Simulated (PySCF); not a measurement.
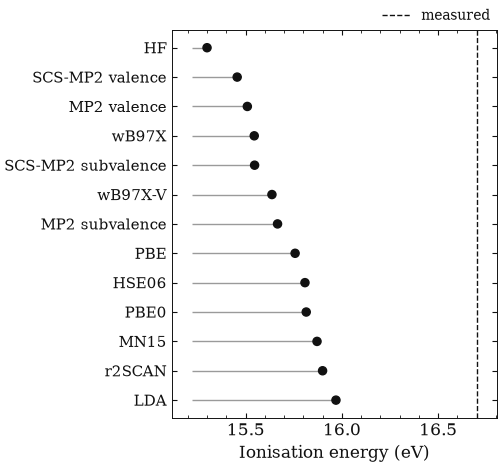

The ionisation energy of Bi⁺ ([Xe] 4f¹⁴ 5d¹⁰ 6s² 6p² → [Xe] 4f¹⁴ 5d¹⁰ 6s² 6p) across levels of theory. PySCF, aug-cc-pwCVDZ-PP with a 60-electron core potential, unrestricted single determinants, no spin-orbit coupling. Methods marked “valence” freeze 18 core electrons; methods marked “subvalence” freeze no core electrons.

How do the methods compare?

Answer. The values run from 15.299 eV (HF) to 15.969 eV (LDA). The measured value is 16.703 ± 0.004 eV; nearest to it come LDA (−0.734) and r2SCAN (−0.804), furthest HF (−1.404 eV).

| Method | Ionisation energy (eV) |
| --- | --- |
| HF | 15.299 |
| LDA | 15.969 |
| PBE | 15.757 |
| PBE0 | 15.814 |
| r2SCAN | 15.899 |
| wB97X-V | 15.636 |
| wB97X | 15.544 |
| HSE06 | 15.808 |
| MN15 | 15.870 |
| MP2 valence | 15.508 |
| SCS-MP2 valence | 15.456 |
| MP2 subvalence | 15.665 |
| SCS-MP2 subvalence | 15.546 |

Note: spin-orbit shift not estimated.
